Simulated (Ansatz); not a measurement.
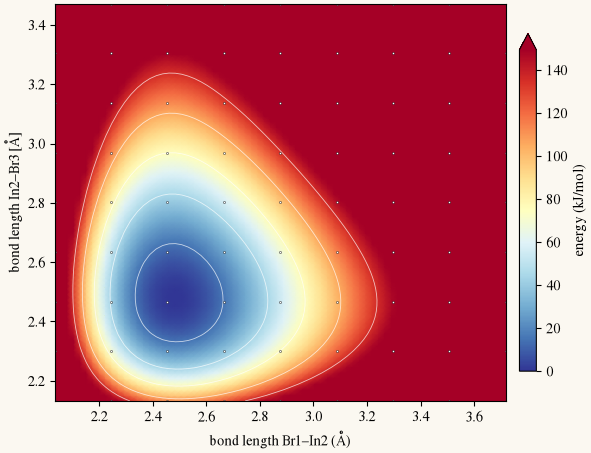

Br₂HIn, SMILES [Br][InH][Br]. First axis: bond length Br1–In2. Second axis: bond length In2–Br3. Nothing is relaxed (all other coordinates rigid). The grid has 9 × 9 points. Energies: kJ/mol, counted from the relaxed molecule at the same level. The reference is spin-restricted, which grows unreliable where a bond is stretched far. Level of theory: RKS r2SCAN-D4/def2-SVP in Ansatz.

The picture shows a smooth colour map with a few white contour lines, dots at the grid points, one colour for all values above the top of the scale. Between grid points the surface is interpolated.

Estimate the position of the minimum and the force constants in these coordinates.

The interpolated minimum is at bond length Br1–In2 ≈ 2.477 Å, bond length In2–Br3 ≈ 2.478 Å. The curvatures there are about 11 eV/Å² and 11 eV/Å², with a cross term of about 0.5 eV/Å². Round the minimum the contours are nearly round: the two directions are equally stiff and uncoupled. (1 eV is 96.5 kJ/mol.)
